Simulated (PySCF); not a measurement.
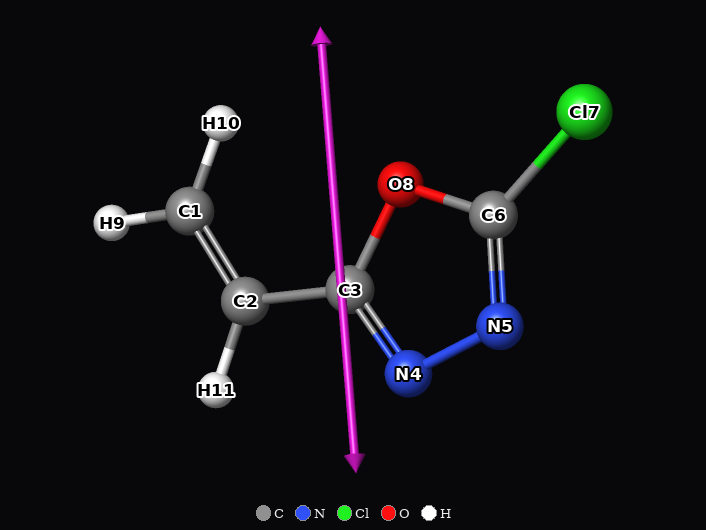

The double arrow shows the direction of the transition dipole to excited singlet state 5 (its length means nothing). The computed structure is the end point of a GFN2-xTB optimisation. No frequency run is at hand to confirm it as a minimum. Method: TDDFT CAM-B3LYP/def2-SVPD, vertical, gas phase, core orbitals frozen in the response (PySCF 2.14.0).

How is the transition polarised?

Answer. In the molecular plane, nearly parallel to the N5–C6 bond.

Give its energy, strength and character.

Answer. 6.96 eV (178 nm), oscillator strength 0.091, mainly HOMO → LUMO+2 (weight 0.83); transition dipole 1.85 D.
